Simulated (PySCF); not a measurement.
```xyz
18

C     1.9051   -0.7470    0.8606
C     1.6262   -0.5266   -0.6254
Si   -0.1140    0.1376   -0.9828
F    -0.2411    0.3713   -2.5904
C    -1.6438   -0.7515   -0.2722
C    -2.0764    0.1474    0.8286
O    -1.4795    1.3721    0.9773
C    -0.6327    1.7534   -0.0919
H     2.9192   -1.1123    1.0076
H     1.2158   -1.4757    1.2800
H     1.7928    0.1806    1.4163
H     2.3625    0.1712   -1.0283
H     1.7725   -1.4653   -1.1617
H    -2.4139   -0.8279   -1.0502
H    -1.4862   -1.7657    0.0987
H    -2.5025   -0.2102    1.7482
H     0.1731    2.3435    0.3477
H    -1.1859    2.4113   -0.7737
```

Geometry: GFN2-xTB.

These are results of UKS B3LYP, pcH-1 on C F H O Si, non-relativistic, mean-field spin-orbit, GIAO in PySCF, not measurements.

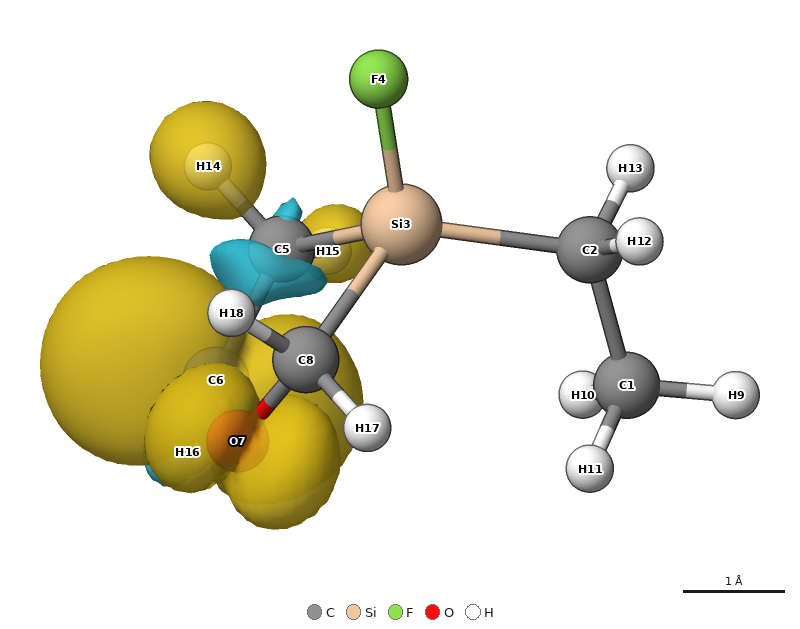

C₅H₁₀FOSi (doublet). Isosurfaces of the spin density (α minus β) at +0.015 (yellow) and −0.015 e/Å³ (cyan), seen from one side.

**Where is the unpaired spin?**

The unpaired spin (1 electron) lies mostly on C6 (about 0.6) and O7 (about 0.2), in electrons by Hirshfeld's partition.
